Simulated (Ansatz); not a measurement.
A series of calculations on SiH₂OCl₄

### Relaxation

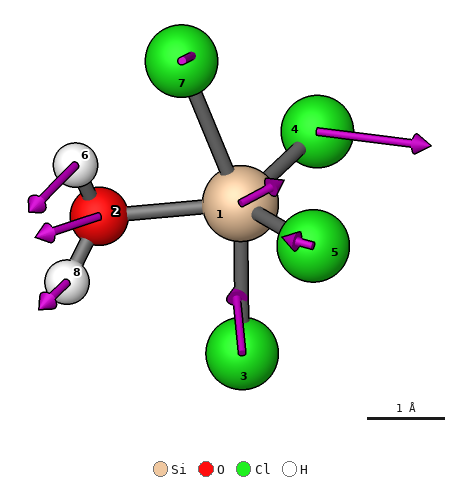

This is a relaxation of SiH₂OCl₄ (started from a transition state, displaced along its imaginary mode). The starting structure is drawn; purple arrows show the displacements, at their true length. The two geometries are superimposed by the best rigid fit.

Style: ball-and-stick. Shown at a tilt.

All numbers below come from Ansatz, RKS PBE0-D4/def2-TZVP.

The input:
```yaml
crystal:
  periodic: [false, false, false]
  atoms:
    - {symbol: Si, position_ang: [-0.608327, -0.083077, 0.177462]}
    - {symbol: O, position_ang: [1.242680, -0.133909, -0.117995]}
    - {symbol: Cl, position_ang: [-0.546264, -2.019540, -0.755411]}
    - {symbol: Cl, position_ang: [-1.241803, -0.703774, 2.005450]}
    - {symbol: Cl, position_ang: [-1.923341, 0.719945, -1.168872]}
    - {symbol: H, position_ang: [1.463497, 0.764806, -0.020893]}
    - {symbol: Cl, position_ang: [0.050145, 1.916732, 0.879764]}
    - {symbol: H, position_ang: [1.563412, -0.461183, -0.999405]}
basis:
  gaussian: {orbitals: def2-TZVP}
hamiltonian: {xc: pbe0, dispersion: d4}
relax: {f_tol: 0.005, max_steps: 200}
```

Run as
```bash
ansatz run in.yaml --threads 8 --pin off --events-out ev --progress --plain --max-ram 19148MiB
```

**What did the optimiser do to the structure, and how much energy did it gain?**

After 33 accepted moves (39 points after the start) the energy has fallen by 91.6 kJ/mol. Largest force component: 2.7 eV/Å at the start, 0.0014 eV/Å at the end. The line search rejected the trial steps at points 3, 22, 24, 26, 28, 30 of the run. The forces were under the threshold at step 25, but the run went on from there. The atom that moves furthest after the best rigid fit is Cl4 (1.68 Å). By element the largest moves are Cl 1.68 Å, H 1.30 Å, O 1.09 Å, Si 0.75 Å. Some distances before and after: Si1–O2 1.875 → 3.462 Å, H6–Cl7 2.034 → 3.581 Å, O2–Cl7 2.573 → 3.409 Å, Si1–Cl7 2.219 → 2.017 Å. Bonds break, among them: Si1–O2 (1.88 → 3.46 Å). Bond angles that change, for instance: Cl3–Si1–Cl7 160.1° → 111.1°, Cl5–Si1–Cl7 92.6° → 110.4°, Cl3–Si1–Cl5 95.0° → 110.2°. Cost: 5.9 min on 8 threads of Intel Xeon @ 2.50GHz, on a shared host.

### Relaxation

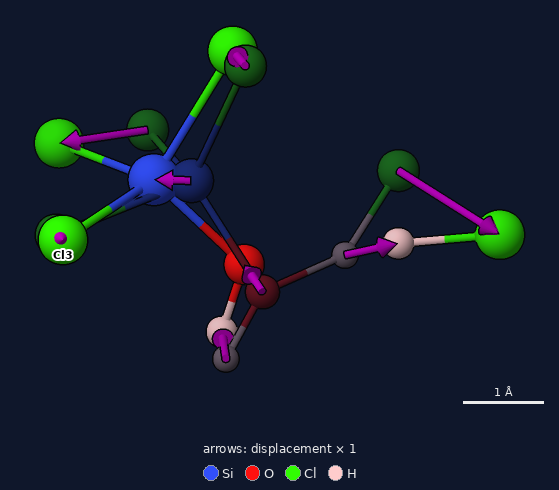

This is a relaxation of SiH₂OCl₄ (started from a transition state, displaced along its imaginary mode). The starting structure is drawn faded, the final one solid; purple arrows show the displacements, at their true length. The two geometries are superimposed by the best rigid fit.

Style: ball-and-stick. Shown at a tilt.

Method: RKS PBE0-D4/def2-TZVP (Ansatz).

Input file:
```yaml
crystal:
  periodic: [false, false, false]
  atoms:
    - {symbol: Si, position_ang: [-0.549462, -0.406872, 0.000512]}
    - {symbol: O, position_ang: [1.064778, -0.067161, -0.241676]}
    - {symbol: Cl, position_ang: [-0.651965, -2.255600, -0.839321]}
    - {symbol: Cl, position_ang: [-1.111950, -0.654192, 1.930548]}
    - {symbol: Cl, position_ang: [-1.795116, 0.741894, -1.113938]}
    - {symbol: H, position_ang: [1.069162, 1.131808, 0.243322]}
    - {symbol: Cl, position_ang: [0.414055, 2.112938, 0.906216]}
    - {symbol: H, position_ang: [1.560498, -0.602816, -0.885564]}
basis:
  gaussian: {orbitals: def2-TZVP}
hamiltonian: {xc: pbe0, dispersion: d4}
relax: {f_tol: 0.005, max_steps: 200}
```

Command:
```bash
ansatz run in.yaml --threads 8 --pin off --events-out ev --progress --plain --max-ram 19148MiB
```

Q: What did the optimiser do to the structure, and how much energy did it gain?

A: After 38 accepted moves (41 points after the start) the energy has fallen by 85.7 kJ/mol. The largest force component goes from 1.7 to 0.0025 eV/Å. The line search rejected the trial steps at points 9, 11, 17 of the run. The largest move after the best rigid fit is that of Cl7, 1.70 Å. Largest moves by element: Cl 1.70 Å, H 0.95 Å, O 0.59 Å, Si 0.48 Å. Among the contacts that change: Si1–Cl7 2.846 → 4.444 Å, O2–Cl7 2.548 → 3.257 Å, O2–H6 1.293 → 1.969 Å, H6–Cl7 1.353 → 1.289 Å. Among the angles between lasting bonds that change: O2–Si1–Cl3 100.0° → 110.6°, O2–Si1–Cl4 115.6° → 105.8°, Cl3–Si1–Cl4 105.6° → 110.7°. Groups turn about Si1–O2 by about 45°. Cost: 6.1 min on 8 threads of Intel Xeon @ 2.50GHz, with other jobs on the host.

### Reaction

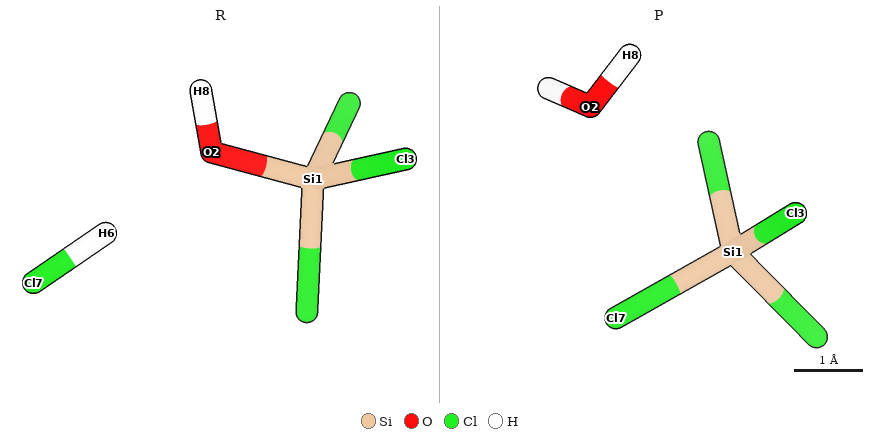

Reactant (R) and product (P) of one elementary step of SiH2OCl4. The picture is a stick view, seen from a free direction.

Stationary points at PBE0-D4/def2-TZVP, single-point energies with B2PLYP, B3LYP-D4, PBE0-D4 (def2-TZVPP where no basis is named; Ansatz 0.2.0). The energies are electronic, without zero-point or thermal terms, and both ends are the relaxed geometries reached downhill from the saddle, with any fragments still in contact.

Predict the saddle point between them and the barrier.

Answer. Counted by bonded pieces, R holds HCl + SiHCl₃O and P holds H₂O + SiCl₄. From R over the saddle to P, bonds form: Cl–Si (4.44 → 2.53 → 2.02 Å), H–O (1.97 → 1.09 → 0.96 Å). Bonds break: O–Si (1.63 → 1.76 → 3.46 Å), Cl–H (1.29 → 1.68 → 3.58 Å). The saddle has one imaginary mode, 392i cm⁻¹. The end P keeps a soft imaginary mode of 35i cm⁻¹, so it isn't quite a minimum. With B2PLYP the barrier is 32.7 kcal/mol from R and 25.8 kcal/mol from P, and P lies 6.9 kcal/mol above R.

```tsv
level	barrier from R (kcal/mol)	barrier from P (kcal/mol)	P less R (kcal/mol)
B2PLYP	32.7	25.8	6.9
B3LYP-D4	31.0	25.1	5.9
PBE0-D4	27.1	22.6	4.5
```

The saddle point in the same view, with dashed sticks for the bonds that form or break:

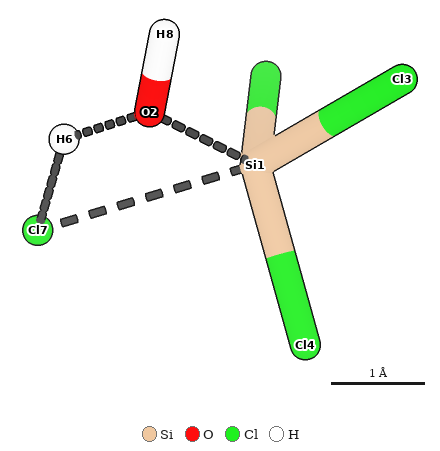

### Reaction

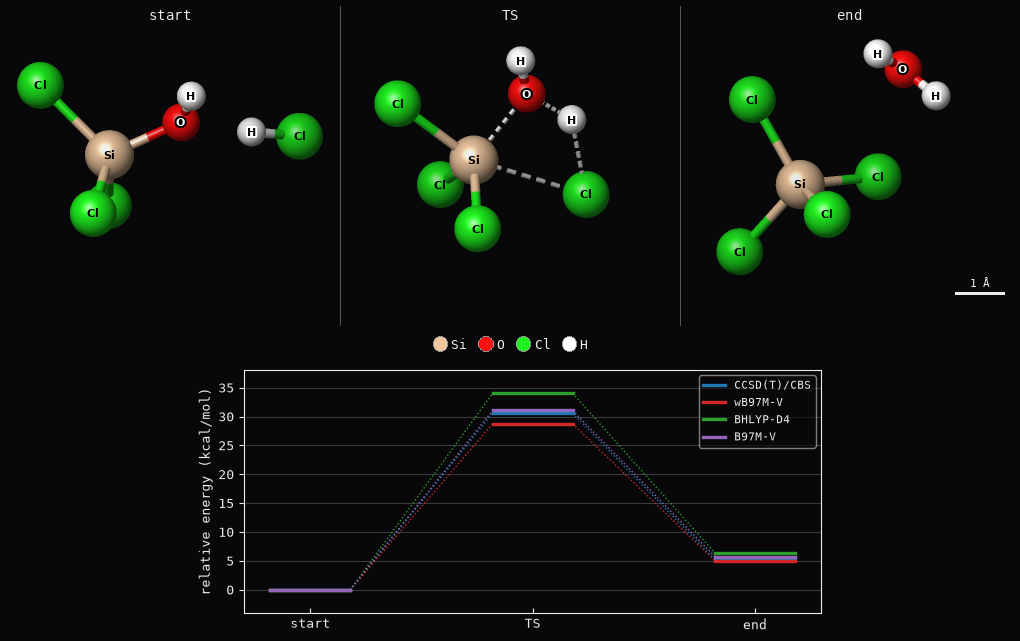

A reaction step of SiH₂OCl₄, with its energy diagram. A ball-and-stick model, seen at a tilt. Dashed sticks mark bonds that form or break.

Stationary points at PBE0-D4/def2-TZVP, single-point energies with CCSD(T)/CBS, wB97M-V, BHLYP-D4, B97M-V (def2-TZVPP where no basis is named; Ansatz 0.2.0). The energies are electronic, without zero-point or thermal terms, and both ends are the relaxed geometries reached downhill from the saddle, with any fragments still in contact. CCSD(T)/CBS stands for a frozen-core estimate: MP2 correlation extrapolated from def2-TZVPP and def2-QZVPP, CCSD(T) minus MP2 from the smaller set.

**Describe the step and its energetics.**

Counted by bonded pieces, the start holds HCl + SiHCl₃O and the end holds H₂O + SiCl₄. From the start over the saddle to the end, bonds form: Cl–Si (4.44 → 2.53 → 2.02 Å), H–O (1.97 → 1.09 → 0.96 Å). Bonds break: O–Si (1.63 → 1.76 → 3.46 Å), Cl–H (1.29 → 1.68 → 3.58 Å). The saddle has one imaginary mode, 392i cm⁻¹. The end the end keeps a soft imaginary mode of 35i cm⁻¹, so it isn't quite a minimum. With CCSD(T)/CBS the barrier is 30.6 kcal/mol from the start and 25.3 kcal/mol from the end, and the end lies 5.3 kcal/mol above the start.

```csv
level,barrier from the start (kcal/mol),barrier from the end (kcal/mol),the end less the start (kcal/mol)
CCSD(T)/CBS,30.6,25.3,5.3
wB97M-V,28.7,23.7,5.0
BHLYP-D4,34.0,27.7,6.4
B97M-V,31.1,25.3,5.8
```

Against CCSD(T)/CBS, B97M-V comes closest on the barrier from the start (+0.5 kcal/mol) and BHLYP-D4 misses most (+3.4 kcal/mol).
